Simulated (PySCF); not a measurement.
**CH9BSi3: geometry relaxation (part 2 of 2)**

The same run, continued: CH9BSi3, SMILES [SiH3]B[Si]C[SiH3]; PBE0-D3(BJ)/def2-SVP geometry optimisation, gas phase (PySCF 2.14.0). 

Geometry of the input (Å):
```
Si -0.3793  -0.7649  -0.9399
C  -1.6120  0.7101  -1.1860
Si -1.3070  2.0549  0.1294
B  1.1188  -1.7644  -0.6893
Si 1.9575  -1.6299  1.0504
H  -1.4909  1.1580  -2.1810
H  -2.6377  0.3825  -1.1126
H  0.0497  2.6436  -0.1072
H  -2.3206  3.0997  0.0803
H  -1.3224  1.4032  1.4592
H  1.3075  -2.6621  -1.4115
H  3.4394  -1.4764  1.0833
H  1.4560  -0.4294  1.8207
H  1.7345  -2.7394  2.0187
```

### Trajectory as extended XYZ, continued
```
14
Properties=species:S:1:pos:R:3:forces:R:3 step=17 energy=-25469.62651
Si   -0.4445   -1.1430   -0.5719   -0.0123   0.1182  -0.0259
C    -1.4149    0.4582   -0.8348   -0.0135  -0.0142  -0.0351
Si   -0.8928    1.8860    0.2807    0.0136   0.0001  -0.0023
B     1.2383   -1.7755   -1.0772   -0.0279  -0.1422  -0.0274
Si    1.5891   -1.4364    0.8230    0.0147  -0.0453   0.0005
H    -1.2466    0.7615   -1.8827    0.0015  -0.0325  -0.0016
H    -2.4945    0.2756   -0.7100   -0.0075  -0.0045   0.0235
H     0.5624    2.1694    0.1014    0.0003  -0.0027  -0.0006
H    -1.6789    3.1128   -0.0527   -0.0104   0.0139   0.0031
H    -1.1424    1.5306    1.7105    0.0051  -0.0012   0.0026
H     1.8089   -2.3101   -1.9840    0.0383   0.0705  -0.0361
H     2.5870   -0.3776    1.1813    0.0051   0.0065   0.0276
H     0.0810   -0.8087    1.0384   -0.0257   0.0134   0.0430
H     1.4414   -2.3573    1.9924    0.0185   0.0199   0.0286
14
Properties=species:S:1:pos:R:3:forces:R:3 step=18 energy=-25469.63291
Si   -0.3926   -1.1091   -0.5833   -0.1736   0.0932  -0.2058
C    -1.4287    0.4503   -0.8176    0.0018   0.0219  -0.0226
Si   -0.8731    1.8969    0.2577    0.0213   0.0031  -0.0003
B     1.2787   -1.7572   -1.0801   -0.0401  -0.0853  -0.0051
Si    1.5775   -1.4630    0.8302    0.1112  -0.0604   0.0406
H    -1.3290    0.7482   -1.8756    0.0043  -0.0432  -0.0090
H    -2.4932    0.2389   -0.6286   -0.0156  -0.0075   0.0118
H     0.5622    2.2107   -0.0102   -0.0050  -0.0030  -0.0020
H    -1.7045    3.1052   -0.0279   -0.0183   0.0204   0.0020
H    -1.0262    1.5409    1.7013    0.0030  -0.0002   0.0013
H     1.8737   -2.2098   -2.0142    0.0518   0.0424  -0.0152
H     2.5625   -0.4175    1.2577    0.0107   0.0153   0.0265
H     0.0235   -0.8688    1.0129    0.0295   0.0019   0.1533
H     1.3628   -2.3805    1.9922    0.0191   0.0012   0.0246
14
Properties=species:S:1:pos:R:3:forces:R:3 step=19 energy=-25469.63932
Si   -0.3884   -1.0911   -0.5856   -0.0452   0.0016  -0.0376
C    -1.4505    0.4504   -0.8105    0.0218   0.0319   0.0461
Si   -0.8732    1.9131    0.2327    0.0242   0.0102   0.0138
B     1.2934   -1.7140   -1.0799   -0.0078  -0.0977  -0.0047
Si    1.5893   -1.4930    0.8430   -0.0252   0.0055  -0.0137
H    -1.3812    0.7339   -1.8748    0.0243  -0.0473  -0.0141
H    -2.5073    0.2286   -0.5921   -0.0079  -0.0046   0.0188
H     0.5529    2.2283   -0.0787   -0.0096  -0.0001  -0.0077
H    -1.7168    3.1166   -0.0389   -0.0192   0.0132   0.0003
H    -0.9824    1.5701    1.6836   -0.0011   0.0013  -0.0031
H     1.9013   -2.1296   -2.0234    0.0470   0.0490  -0.0162
H     2.5657   -0.4593    1.3193    0.0031   0.0127   0.0073
H     0.0183   -0.9242    1.0423   -0.0116   0.0440   0.0076
H     1.3724   -2.4445    1.9773    0.0070  -0.0196   0.0030
14
Properties=species:S:1:pos:R:3:forces:R:3 step=20 energy=-25469.64231
Si   -0.3718   -1.0797   -0.5960   -0.0410  -0.0212  -0.0051
C    -1.4553    0.4471   -0.7968    0.0138   0.0441   0.0361
Si   -0.8670    1.9257    0.2192    0.0040   0.0068   0.0038
B     1.3102   -1.7025   -1.0835   -0.0009  -0.0523   0.0375
Si    1.5818   -1.5098    0.8477   -0.0337   0.0104  -0.0211
H    -1.4166    0.7198   -1.8656    0.0079  -0.0314  -0.0118
H    -2.5027    0.2126   -0.5475   -0.0030   0.0044   0.0039
H     0.5435    2.2590   -0.1381   -0.0043   0.0025  -0.0081
H    -1.7380    3.1151   -0.0337   -0.0069  -0.0011   0.0028
H    -0.9288    1.5908    1.6749    0.0020   0.0000  -0.0045
H     1.9388   -2.0833   -2.0290    0.0251   0.0380   0.0037
H     2.5525   -0.4837    1.3541   -0.0061   0.0032   0.0032
H    -0.0026   -0.9492    1.0416    0.0348   0.0127  -0.0339
H     1.3495   -2.4764    1.9671    0.0083  -0.0161  -0.0066
14
Properties=species:S:1:pos:R:3:forces:R:3 step=21 energy=-25469.64482
Si   -0.3419   -1.0583   -0.6023   -0.0275  -0.0632  -0.0730
C    -1.4695    0.4374   -0.7605    0.0092   0.0476  -0.0054
Si   -0.8542    1.9541    0.1826   -0.0226  -0.0068  -0.0100
B     1.3501   -1.6554   -1.0836    0.0077   0.0136   0.0321
Si    1.5715   -1.5537    0.8579   -0.0178   0.0255  -0.0012
H    -1.4974    0.6752   -1.8383   -0.0188   0.0072  -0.0003
H    -2.4941    0.1810   -0.4454    0.0050   0.0149  -0.0117
H     0.5180    2.3149   -0.2786    0.0012   0.0094  -0.0097
H    -1.7754    3.1147   -0.0319    0.0096  -0.0164   0.0056
H    -0.8101    1.6479    1.6451    0.0082  -0.0024  -0.0019
H     2.0228   -1.9375   -2.0341   -0.0065   0.0073   0.0209
H     2.5137   -0.5451    1.4502   -0.0069  -0.0104  -0.0082
H    -0.0444   -1.0230    1.0242    0.0581  -0.0252   0.0830
H     1.3046   -2.5667    1.9290    0.0011  -0.0011  -0.0202
14
Properties=species:S:1:pos:R:3:forces:R:3 step=22 energy=-25469.64693
Si   -0.3483   -1.0635   -0.6018    0.0067  -0.0531   0.0206
C    -1.4719    0.4375   -0.7555    0.0073   0.0095   0.0017
Si   -0.8549    1.9609    0.1745   -0.0175  -0.0076  -0.0114
B     1.3508   -1.6443   -1.0810    0.0175   0.0331   0.0248
Si    1.5712   -1.5601    0.8616   -0.0543   0.0188   0.0022
H    -1.5051    0.6678   -1.8350   -0.0128   0.0094   0.0020
H    -2.4953    0.1823   -0.4359    0.0013   0.0192  -0.0081
H     0.5102    2.3274   -0.3030    0.0020   0.0079  -0.0067
H    -1.7852    3.1145   -0.0377    0.0096  -0.0134   0.0060
H    -0.7961    1.6628    1.6380    0.0106  -0.0029   0.0004
H     2.0301   -1.9176   -2.0292   -0.0143  -0.0008   0.0112
H     2.5092   -0.5532    1.4624   -0.0081  -0.0090  -0.0062
H    -0.0395   -1.0334    1.0428    0.0493  -0.0154  -0.0255
H     1.3183   -2.5956    1.9142    0.0027   0.0043  -0.0109
14
Properties=species:S:1:pos:R:3:forces:R:3 step=23 energy=-25469.64832
Si   -0.3477   -1.0657   -0.6024   -0.0077  -0.0371   0.0296
C    -1.4785    0.4329   -0.7434    0.0054  -0.0201  -0.0073
Si   -0.8475    1.9668    0.1575    0.0017  -0.0070  -0.0042
B     1.3617   -1.6193   -1.0761    0.0330   0.0570   0.0109
Si    1.5651   -1.5703    0.8679   -0.0490   0.0052   0.0117
H    -1.5352    0.6521   -1.8244   -0.0029   0.0093   0.0033
H    -2.4952    0.1779   -0.4035   -0.0030   0.0141   0.0004
H     0.4989    2.3426   -0.3644   -0.0008   0.0052  -0.0045
H    -1.7936    3.1104   -0.0341    0.0011  -0.0032   0.0051
H    -0.7420    1.6796    1.6204    0.0115  -0.0029   0.0019
H     2.0565   -1.8563   -2.0221   -0.0127  -0.0170  -0.0042
H     2.4842   -0.5654    1.4989    0.0002  -0.0037  -0.0059
H    -0.0506   -1.0662    1.0470    0.0239  -0.0035  -0.0365
H     1.3173   -2.6335    1.8931   -0.0006   0.0037  -0.0004
14
Properties=species:S:1:pos:R:3:forces:R:3 step=24 energy=-25469.65010
Si   -0.3475   -1.0705   -0.6098   -0.0330  -0.0155   0.0358
C    -1.4905    0.4231   -0.7263   -0.0023  -0.0382  -0.0225
Si   -0.8297    1.9690    0.1291    0.0311  -0.0043   0.0048
B     1.3811   -1.5771   -1.0653    0.0568   0.0958  -0.0109
Si    1.5489   -1.5809    0.8808   -0.0293  -0.0209   0.0151
H    -1.5895    0.6303   -1.8068    0.0152   0.0028   0.0002
H    -2.4949    0.1710   -0.3506   -0.0047  -0.0015   0.0163
H     0.4763    2.3631   -0.4759   -0.0045  -0.0008  -0.0020
H    -1.8014    3.0976   -0.0096   -0.0134   0.0117   0.0044
H    -0.6308    1.6916    1.5841    0.0096  -0.0027   0.0037
H     2.1019   -1.7557   -2.0033   -0.0057  -0.0448  -0.0271
H     2.4354   -0.5795    1.5597    0.0098   0.0080  -0.0045
H    -0.0722   -1.1133    1.0443   -0.0258   0.0107  -0.0244
H     1.3066   -2.6833    1.8641   -0.0037  -0.0003   0.0111
14
Properties=species:S:1:pos:R:3:forces:R:3 step=25 energy=-25469.65129
Si   -0.3501   -1.0757   -0.6184   -0.0400  -0.0139   0.0327
C    -1.4980    0.4158   -0.7199   -0.0083  -0.0257  -0.0240
Si   -0.8140    1.9634    0.1140    0.0379  -0.0021   0.0069
B     1.3916   -1.5532   -1.0581    0.0562   0.1133  -0.0142
Si    1.5343   -1.5795    0.8896   -0.0057  -0.0329   0.0120
H    -1.6208    0.6214   -1.7983    0.0230  -0.0058  -0.0032
H    -2.4952    0.1671   -0.3235   -0.0020  -0.0104   0.0216
H     0.4629    2.3688   -0.5435   -0.0051  -0.0037  -0.0014
H    -1.7977    3.0860    0.0197   -0.0167   0.0148   0.0049
H    -0.5520    1.6832    1.5586    0.0059  -0.0019   0.0033
H     2.1263   -1.7033   -1.9902   -0.0018  -0.0560  -0.0300
H     2.3989   -0.5744    1.5905    0.0114   0.0107  -0.0038
H    -0.0898   -1.1362    1.0384   -0.0510   0.0168  -0.0159
H     1.2972   -2.6980    1.8557   -0.0039  -0.0030   0.0110
14
Properties=species:S:1:pos:R:3:forces:R:3 step=26 energy=-25469.65301
Si   -0.3593   -1.0855   -0.6308   -0.0193  -0.0290   0.0322
C    -1.5088    0.4059   -0.7177   -0.0106   0.0081  -0.0086
Si   -0.7899    1.9482    0.0983    0.0289   0.0011   0.0038
B     1.4011   -1.5230   -1.0483    0.0348   0.1170  -0.0182
Si    1.5139   -1.5693    0.9019    0.0170  -0.0319   0.0023
H    -1.6539    0.6140   -1.7926    0.0252  -0.0172  -0.0082
H    -2.4985    0.1632   -0.2996    0.0038  -0.0150   0.0208
H     0.4483    2.3661   -0.6221   -0.0040  -0.0048  -0.0017
H    -1.7813    3.0684    0.0695   -0.0127   0.0112   0.0048
H    -0.4486    1.6544    1.5236   -0.0009   0.0000   0.0022
H     2.1477   -1.6485   -1.9749    0.0027  -0.0606  -0.0182
H     2.3510   -0.5535    1.6206    0.0081   0.0081  -0.0036
H    -0.1136   -1.1551    1.0306   -0.0715   0.0187  -0.0097
H     1.2853   -2.6999    1.8560   -0.0014  -0.0058   0.0021
14
Properties=species:S:1:pos:R:3:forces:R:3 step=27 energy=-25469.65419
Si   -0.3661   -1.0926   -0.6360   -0.0007  -0.0395   0.0196
C    -1.5156    0.3989   -0.7151   -0.0044   0.0264   0.0045
Si   -0.7733    1.9380    0.0878    0.0098   0.0001   0.0022
B     1.4070   -1.4995   -1.0423    0.0061   0.1026  -0.0104
Si    1.5012   -1.5614    0.9094    0.0271  -0.0204  -0.0016
H    -1.6717    0.6057   -1.7887    0.0133  -0.0176  -0.0080
H    -2.5000    0.1587   -0.2830    0.0057  -0.0082   0.0116
H     0.4383    2.3617   -0.6730   -0.0015  -0.0028  -0.0021
H    -1.7667    3.0577    0.1025   -0.0039   0.0035   0.0019
H    -0.3815    1.6354    1.4984   -0.0043   0.0015   0.0009
H     2.1587   -1.6110   -1.9673    0.0031  -0.0534  -0.0001
H     2.3184   -0.5367    1.6392    0.0042   0.0000  -0.0033
H    -0.1338   -1.1700    1.0263   -0.0542   0.0120  -0.0100
H     1.2789   -2.6995    1.8563   -0.0002  -0.0044  -0.0053
14
Properties=species:S:1:pos:R:3:forces:R:3 step=28 energy=-25469.65515
Si   -0.3745   -1.0992   -0.6355    0.0245  -0.0393   0.0146
C    -1.5208    0.3952   -0.7151    0.0083   0.0255   0.0163
Si   -0.7642    1.9302    0.0831   -0.0062   0.0014  -0.0009
B     1.4078   -1.4809   -1.0384   -0.0185   0.0656  -0.0136
Si    1.4972   -1.5543    0.9138    0.0074  -0.0023  -0.0071
H    -1.6759    0.5992   -1.7892   -0.0017  -0.0114  -0.0060
H    -2.5040    0.1569   -0.2791    0.0039   0.0022   0.0026
H     0.4351    2.3534   -0.6970    0.0004   0.0002  -0.0010
H    -1.7548    3.0529    0.1205    0.0030  -0.0030  -0.0017
H    -0.3491    1.6214    1.4857   -0.0056   0.0021  -0.0001
H     2.1578   -1.5942   -1.9652    0.0050  -0.0351   0.0151
H     2.3053   -0.5252    1.6477   -0.0006  -0.0051  -0.0016
H    -0.1448   -1.1733    1.0268   -0.0217   0.0010  -0.0077
H     1.2783   -2.6967    1.8562    0.0018  -0.0019  -0.0087
14
Properties=species:S:1:pos:R:3:forces:R:3 step=29 energy=-25469.65571
Si   -0.3751   -1.1008   -0.6321    0.0205  -0.0250   0.0031
C    -1.5227    0.3933   -0.7088    0.0137   0.0072   0.0073
Si   -0.7625    1.9328    0.0765   -0.0108  -0.0007   0.0020
B     1.4114   -1.4649   -1.0364   -0.0237   0.0387  -0.0066
Si    1.4976   -1.5566    0.9153   -0.0048   0.0023  -0.0064
H    -1.6820    0.5891   -1.7840   -0.0128  -0.0016  -0.0004
H    -2.5029    0.1541   -0.2668    0.0005   0.0089  -0.0011
H     0.4277    2.3555   -0.7176    0.0021   0.0013   0.0002
H    -1.7551    3.0536    0.1207    0.0050  -0.0042  -0.0042
H    -0.3334    1.6303    1.4764   -0.0032   0.0007  -0.0006
H     2.1632   -1.5747   -1.9623    0.0035  -0.0195   0.0175
H     2.2990   -0.5304    1.6604   -0.0017  -0.0064   0.0008
H    -0.1521   -1.1861    1.0284    0.0108  -0.0026  -0.0080
H     1.2805   -2.7096    1.8448    0.0007   0.0011  -0.0035
14
Properties=species:S:1:pos:R:3:forces:R:3 step=30 energy=-25469.65598
Si   -0.3765   -1.1019   -0.6306    0.0115  -0.0058   0.0064
C    -1.5220    0.3945   -0.7091    0.0116  -0.0101  -0.0039
Si   -0.7656    1.9338    0.0789   -0.0027   0.0033   0.0003
B     1.4094   -1.4641   -1.0378   -0.0142   0.0150  -0.0110
Si    1.5008   -1.5556    0.9137   -0.0229  -0.0009  -0.0051
H    -1.6776    0.5893   -1.7850   -0.0108   0.0033   0.0014
H    -2.5041    0.1562   -0.2710   -0.0011   0.0069   0.0028
H     0.4310    2.3539   -0.7070    0.0015   0.0007   0.0020
H    -1.7569    3.0557    0.1135    0.0014  -0.0008  -0.0032
H    -0.3478    1.6332    1.4826   -0.0017   0.0002  -0.0004
H     2.1599   -1.5885   -1.9626    0.0048  -0.0061   0.0087
H     2.3077   -0.5329    1.6570   -0.0026  -0.0011   0.0029
H    -0.1476   -1.1785    1.0307    0.0233  -0.0056  -0.0033
H     1.2827   -2.7097    1.8412    0.0020   0.0010   0.0025
14
Properties=species:S:1:pos:R:3:forces:R:3 step=31 energy=-25469.65617
Si   -0.3746   -1.1009   -0.6304    0.0027   0.0028   0.0072
C    -1.5226    0.3942   -0.7044    0.0038  -0.0165  -0.0110
Si   -0.7670    1.9381    0.0744    0.0030   0.0021   0.0026
B     1.4121   -1.4563   -1.0373    0.0001   0.0081  -0.0073
Si    1.5014   -1.5609    0.9139   -0.0247  -0.0049  -0.0038
H    -1.6858    0.5850   -1.7800   -0.0052   0.0040   0.0021
H    -2.5023    0.1556   -0.2611    0.0000   0.0032   0.0074
H     0.4255    2.3593   -0.7173    0.0013  -0.0011   0.0020
H    -1.7613    3.0572    0.1079   -0.0010   0.0020  -0.0023
H    -0.3436    1.6441    1.4777   -0.0006  -0.0003   0.0002
H     2.1670   -1.5783   -1.9586    0.0029  -0.0029  -0.0002
H     2.3062   -0.5433    1.6662   -0.0020   0.0021   0.0028
H    -0.1459   -1.1854    1.0319    0.0184   0.0003  -0.0045
H     1.2845   -2.7229    1.8316    0.0013   0.0009   0.0047
14
Properties=species:S:1:pos:R:3:forces:R:3 step=32 energy=-25469.65630
Si   -0.3733   -1.1004   -0.6333   -0.0061   0.0090   0.0046
C    -1.5223    0.3941   -0.7029   -0.0041  -0.0119  -0.0145
Si   -0.7671    1.9392    0.0737    0.0068   0.0020   0.0017
B     1.4134   -1.4549   -1.0385    0.0095   0.0026  -0.0017
Si    1.4995   -1.5620    0.9133   -0.0176  -0.0088  -0.0010
H    -1.6908    0.5856   -1.7777    0.0005   0.0018   0.0016
H    -2.5006    0.1559   -0.2564    0.0021  -0.0022   0.0094
H     0.4248    2.3613   -0.7184    0.0009  -0.0022   0.0016
H    -1.7626    3.0572    0.1060   -0.0023   0.0033  -0.0009
H    -0.3432    1.6466    1.4771   -0.0006   0.0001   0.0008
H     2.1718   -1.5826   -1.9561   -0.0003  -0.0001  -0.0063
H     2.3042   -0.5460    1.6677   -0.0021   0.0040   0.0024
H    -0.1432   -1.1828    1.0309    0.0111   0.0027  -0.0025
H     1.2830   -2.7258    1.8289    0.0021  -0.0004   0.0046
```

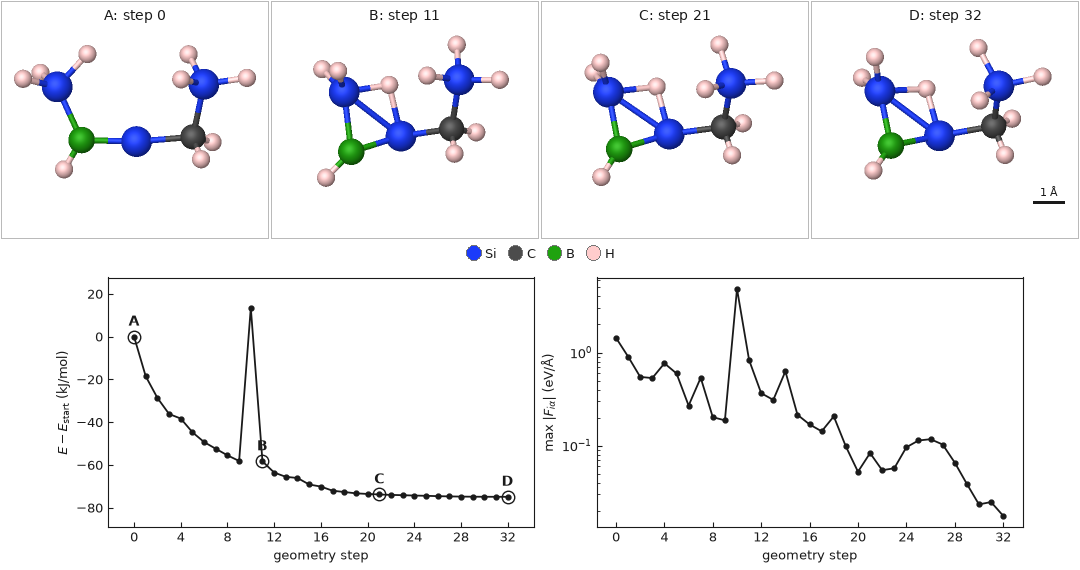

Fig. 1: Frames of the relaxation (ball-and-stick view, seen at a tilt) above the curves, on which the letters mark them (steps are counted from 0).

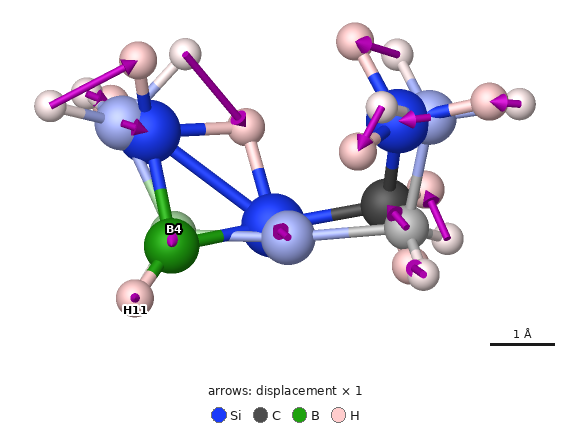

Fig. 2: Start (faint) and end (solid) with the displacements as pink arrows, at true length (ball-and-stick view, seen at a tilt). The two geometries are laid on each other by the best rigid fit. After 32 geometry steps the energy has fallen by 74.9 kJ/mol. The largest force component goes from 1.4 to 0.018 eV/Å. The atom that moves furthest after the best rigid fit is H13 (1.89 Å). Largest moves by element: H 1.89 Å, C 0.62 Å, Si 0.56 Å, B 0.52 Å. Among the contacts that change: Si1–H13 3.332 → 1.682 Å, Si1–Si5 3.189 → 2.472 Å, Si5–H13 1.512 → 1.690 Å, Si1–C2 1.938 → 1.886 Å. New bonds form: Si1–H13 (3.33 → 1.68 Å), Si1–Si5 (3.19 → 2.47 Å). Among the angles that change: Si1–B4–Si5 116.3° → 80.6°, C2–Si1–B4 163.7° → 136.5°, Si1–B4–H11 118.1° → 142.5°. (Atoms are counted from 1 in the order of the input.)

### Results in brief

```csv
quantity,value
outcome,converged
total energy,−935.992613 hartree
dipole moment,1.63 D
point group,C1
wall time,5.5 min
peak memory,0.67 GiB
```
